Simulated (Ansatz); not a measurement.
ClFH2MoO3

Input

```
crystal:
  periodic: [false, false, false]
  atoms:
    - {symbol: Cl, position_ang: [-1.025045, 1.735151, -0.090800]}
    - {symbol: F, position_ang: [1.203909, -1.528733, -0.825426]}
    - {symbol: Mo, position_ang: [0.175651, -0.332043, 0.121894]}
    - {symbol: O, position_ang: [0.032673, -0.882256, 1.665373]}
    - {symbol: O, position_ang: [1.563947, 0.878139, 0.263874]}
    - {symbol: O, position_ang: [-1.389317, -0.931690, -0.654988]}
    - {symbol: H, position_ang: [1.548224, 1.815063, 0.027367]}
    - {symbol: H, position_ang: [-2.063137, -0.398292, -1.097122]}
basis:
  gaussian: {orbitals: def2-SVPD}
hamiltonian: {xc: {name: PBE0}}
output: {forces: true, orbitals: {seedname: orbitals}}
```

Command:

```sh
ansatz run input.yaml --threads 2 --pin off --max-ram 5220MiB --events-out events.jsonl --progress --plain --runs-dir runs
```

Geometry: PBE0-D4/def2-SVP; core potentials replace the inner electrons of Mo.

The calculation used Ansatz, isolated molecule in a Gaussian basis; Kohn-Sham density functional theory, functional PBE0.

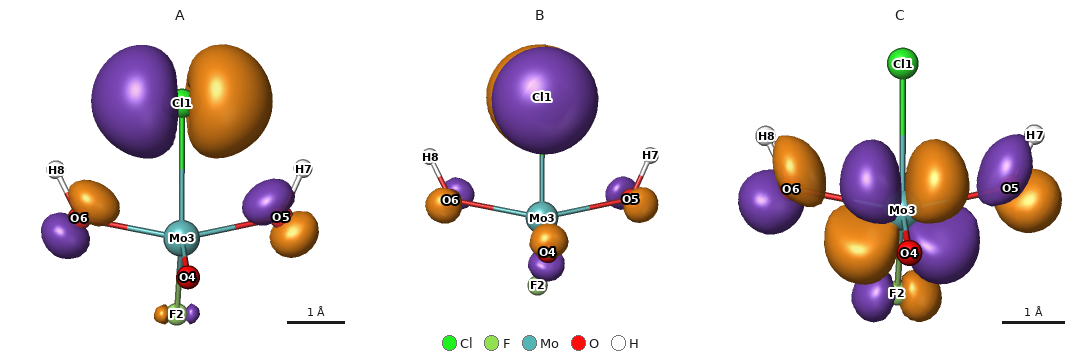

Figure 1. Three frontier orbitals at ±0.15 Å⁻³ᐟ² (orange and purple are the two phases), in no order.

Which picture is the HOMO−1, the HOMO and the LUMO?

Answer. B is the HOMO−1 (−9.32 eV). By Hirshfeld shares it lies mainly on Cl1 (about 85 %); largely a lone pair of Cl1. A is the HOMO (−8.98 eV). It lies mainly on Cl1 (about 80 %), O5 (about 5 %) and O6 (about 5 %); largely a lone pair of Cl1. C is the LUMO (−4.16 eV). It lies mainly on Mo3 (about 65 %), O5 (about 10 %), O6 (about 10 %) and F2 (about 5 %).

What is the HOMO–LUMO gap?

Answer. 4.82 eV between the orbital energies.

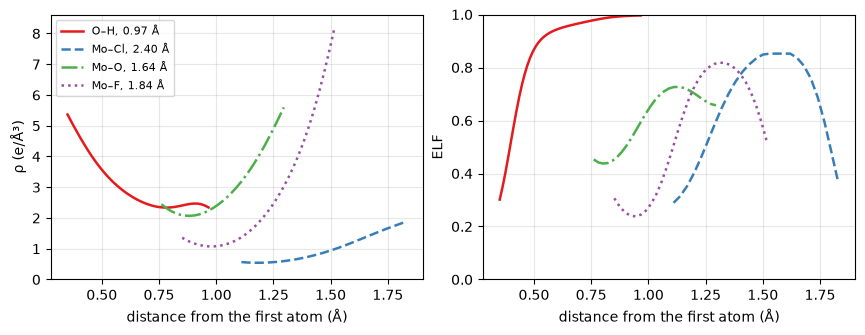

Figure 2. Electron density and ELF along straight lines between neighbouring atoms. The curves leave out the atomic cores.

Compare the contacts.

Answer. O–H (0.97 Å): ρ at the midpoint is about 3.7 e/Å³; the ELF climbs to about 1 towards the hydrogen, as it does in any bond to H; an ordinary covalent bond to hydrogen.
Mo–Cl (2.40 Å): the density is about 0.55 e/Å³ at the midpoint; the ELF peaks at about 0.85 in the valence shell of Cl, 0.9 Å from its nucleus, and is about 0.40 at the midpoint.
Mo–O (1.64 Å): ρ at the midpoint is about 2.2 e/Å³; the ELF peaks at about 0.75 in the valence shell of O, 0.5 Å from its nucleus, and drops to about 0.45 between the two atoms.
Mo–F (1.84 Å): the density is about 1.1 e/Å³ at the midpoint; the ELF peaks at about 0.80 in the valence shell of F, 0.5 Å from its nucleus, and drops to about 0.25 between the two atoms.

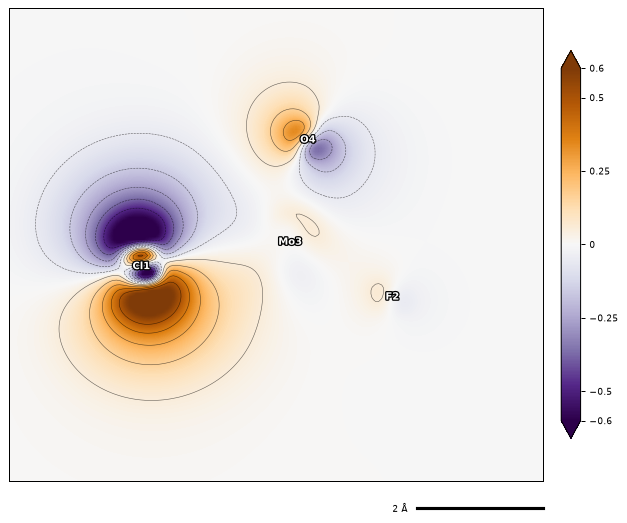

Figure 3. The HOMO−1 on the plane of atoms F2, Mo3 and O4 (values in Å⁻³ᐟ²; the overall sign is arbitrary).

Where does this orbital lie, and at what energy?

Answer. Its weight (Hirshfeld) is mainly on Cl1 (about 85 %); largely a lone pair of Cl1. Its energy is −9.32 eV.
